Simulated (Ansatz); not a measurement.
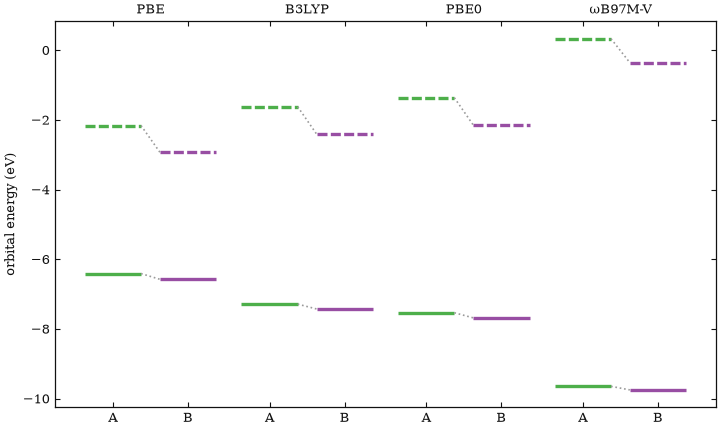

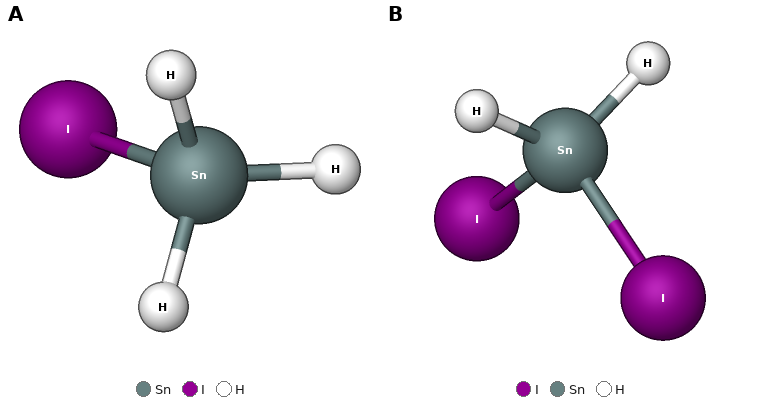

One change: A, SnH₃I (SMILES [SnH3][I]), becomes B, SnH₂I₂ (SMILES [I][SnH2][I]). H on Sn is replaced by I. HOMO (solid) and LUMO (dashed) computed in def2-TZVPP at PBE0-D4/def2-TZVP geometries, both minima by their frequencies, gas phase, the Ansatz code 0.2.0. Empty levels above zero depend strongly on the basis.

> What does the change do to HOMO and LUMO?

PBE: the HOMO falls by 0.16 eV, the LUMO falls by 0.76 eV, and the separation goes from 4.25 to 3.65 eV. B3LYP: the HOMO falls by 0.14 eV, the LUMO falls by 0.78 eV, and the separation goes from 5.66 to 5.02 eV. PBE0: the HOMO falls by 0.15 eV, the LUMO falls by 0.78 eV, and the separation goes from 6.17 to 5.54 eV. ωB97M-V: the HOMO falls by 0.10 eV, the LUMO falls by 0.69 eV, and the separation goes from 9.98 to 9.39 eV.

> Do the functionals agree on the effect?

They agree on the direction for both levels; the HOMO shift lies between −0.16 and −0.10 eV and the LUMO shift between −0.78 and −0.69 eV, while the separations themselves differ by up to 5.7 eV between functionals.

Caveats: core potentials past krypton; spin-orbit coupling is left out, and with Sn and I it can shift these values.
